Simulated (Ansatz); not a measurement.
**C2H5AlBF: basis-set convergence**

Aim: see how fast density functionals converge with the basis set for C2H5AlBF.

Computed with Ansatz 0.2.0, Gaussian basis. Level: one geometry, several basis sets.

The runs, in order: PBE0-D4/def2-SVP; ωB97M-V/def2-SVP; PBE0-D4/def2-QZVPP; ωB97M-V/def2-QZVPP; the functionals' def2-TZVPP values are taken from earlier runs.

## (1) The geometry

An earlier PBE0-D4 in a triple-zeta def2 set relaxation fixed the geometry.

SMILES `B[C](=C)[AlH][F]`, 10 atoms, charge 0, spin multiplicity 1.

Atoms are counted from 1 here; the program's logs count them from 0.

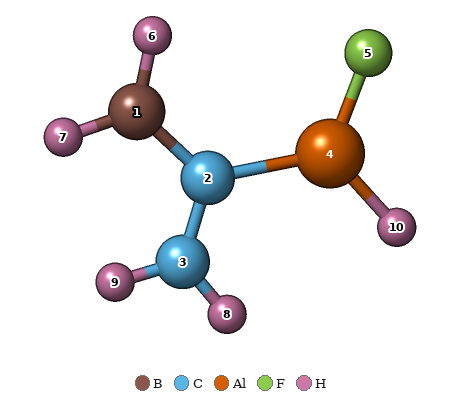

The structure; boron brown, carbon blue, aluminium orange, fluorine green, hydrogen pink; atoms are numbered from 1 in the order of the file.

## (2) PBE0-D4 in def2-SVP

in.yaml

```yaml
crystal:
  periodic: [false, false, false]
  atoms:
    - {symbol: B, position_ang: [-1.479865, -0.591596, -0.379146]}
    - {symbol: C, position_ang: [-0.059936, -0.148106, 0.039454]}
    - {symbol: C, position_ang: [0.653743, -1.009686, 0.792629]}
    - {symbol: Al, position_ang: [0.815185, 1.524567, -0.399418]}
    - {symbol: F, position_ang: [0.035261, 2.657756, -1.310954]}
    - {symbol: H, position_ang: [-2.196176, 0.102501, -1.041097]}
    - {symbol: H, position_ang: [-1.878400, -1.669186, -0.027487]}
    - {symbol: H, position_ang: [1.665520, -0.803492, 1.147564]}
    - {symbol: H, position_ang: [0.248200, -1.977454, 1.092457]}
    - {symbol: H, position_ang: [2.279468, 1.863596, 0.088799]}
basis:
  gaussian: {orbitals: def2-SVP}
hamiltonian: {xc: pbe0, dispersion: d4}
output: {orbitals: {seedname: orbitals}}
```

Launch:

```
$ ansatz run in.yaml --threads 2 --pin off --events-out ev --progress --plain --max-ram 4352MiB
```

Further steps of the session: ωB97M-V in def2-SVP; PBE0-D4 in def2-QZVPP; ωB97M-V in def2-QZVPP.

Q: Predict the results of all the runs planned. Wanted: PBE0-D4: double and triple zeta above quadruple; ωB97M-V: double and triple zeta above quadruple.

As calculated:

```
                                       quantity          value
PBE0-D4: double and triple zeta above quadruple  9.41, 0.54 eV
ωB97M-V: double and triple zeta above quadruple  9.63, 0.50 eV
```

In words: PBE0-D4 gains 8.87 eV from double to triple zeta, then 0.54 eV more. Total energies overstate the basis error of differences, where much of it tends to cancel.
